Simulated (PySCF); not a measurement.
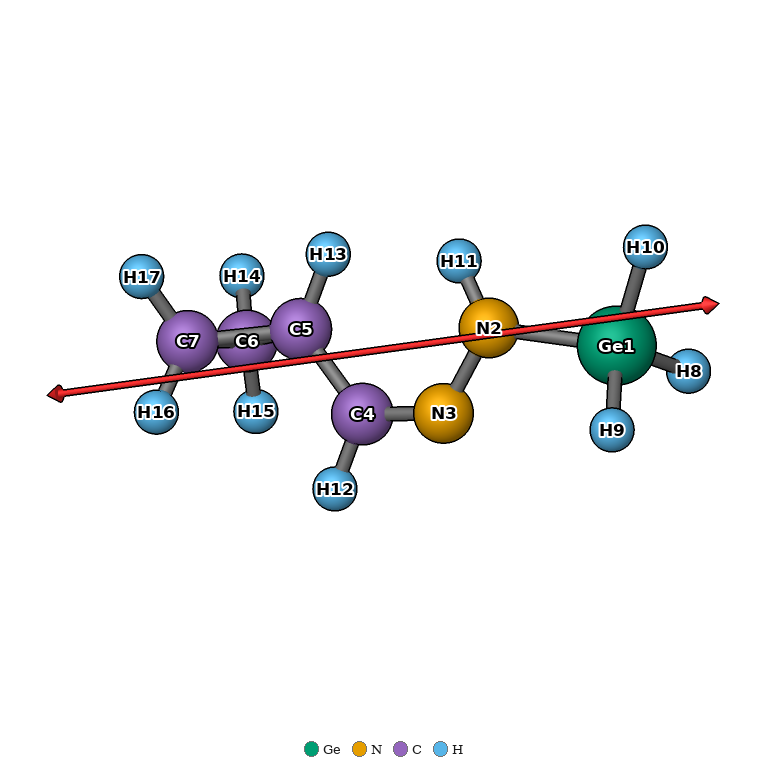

The double arrow shows the direction of the transition dipole to excited singlet state 2 (its length means nothing). The computed structure is the end point of a GFN2-xTB optimisation. No frequency run is at hand to confirm it as a minimum. Method: TDDFT PBE0/def2-SVPD, vertical, gas phase, core orbitals frozen in the response (PySCF 2.14.0).

How is the transition polarised?

Nearly parallel to the N3–C4 bond.

Where does the transition lie, and how strong is it?

5.68 eV (218 nm), oscillator strength 0.43, mainly HOMO → LUMO (weight 0.54); transition dipole 4.45 D.

The geometry is semi-empirical. Around Ge such bond lengths and angles can be off by a tenth of an ångström or more and by several degrees, and values that hang on the shape move with them.
